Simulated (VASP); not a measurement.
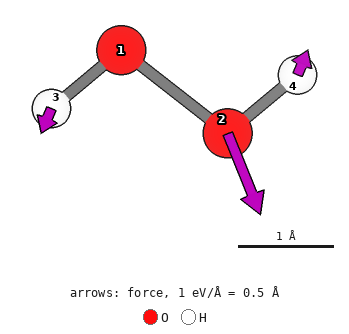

Starting geometry of solid H₂O₂ (a generated structure, set up in P-1) with the computed forces as purple arrows. The picture is a ball-and-stick view of the molecule without its box, seen face on.

The run lets the atoms move in a fixed cell. 1 atoms are held fixed.

Level of theory: Kohn-Sham DFT of a periodic cell, PBE with D3(BJ), VASP PAW PBE potentials, recommended in VASP 6.6.1.

Input file:
```
SYSTEM = HO
ALGO     = Fast           ! electronic algorithm
EDIFF    = 1E-6           ! SCF threshold, eV
EDIFFG   = -0.03          ! ionic threshold
ENCUT    = 400            ! plane-wave cutoff, eV
GGA      = PE             ! functional
IBRION   = 2              ! ionic algorithm
ISIF     = 2              ! what is computed and relaxed
ISMEAR   = 0              ! smearing method
ISYM     = 0            
IVDW     = 12             ! dispersion correction
LASPH    = .True.         ! aspherical terms in the spheres
LCHARG   = .False.        ! write CHGCAR
LREAL    = .False.        ! projectors in reciprocal space
LWAVE    = .False.        ! write WAVECAR
NELM     = 100            ! most SCF steps
NSW      = 120            ! ionic steps
PREC     = Accurate       ! precision mode
SIGMA    = 0.01           ! smearing width, eV
```

Launched with:
```bash
cat potpaw_PBE.64/O/POTCAR potpaw_PBE.64/H/POTCAR > POTCAR
mpirun -np 1 vasp_gam > vasp.out
```

> Is this structure relaxed? If not, where do the atoms go?

It isn't relaxed: the largest force vector, on O2, is 1.88 eV/Å. The final displacements follow the starting forces only in part (cosine between the two patterns 0.68). The largest moves, 0.034 Å, are those of O1 and O2. By element the largest moves are O 0.034 Å, H 0.011 Å. Some distances before and after: O1–O2 1.421 → 1.480 Å, O1–H3 0.966 → 0.978 Å. Bond angles that change, for instance: O2–O1–H3 102.1° → 98.2°. Over 13 geometry steps the energy falls by 6.31 kJ/mol. Largest force component: 1.5 eV/Å at the start, 0.023 eV/Å at the end.
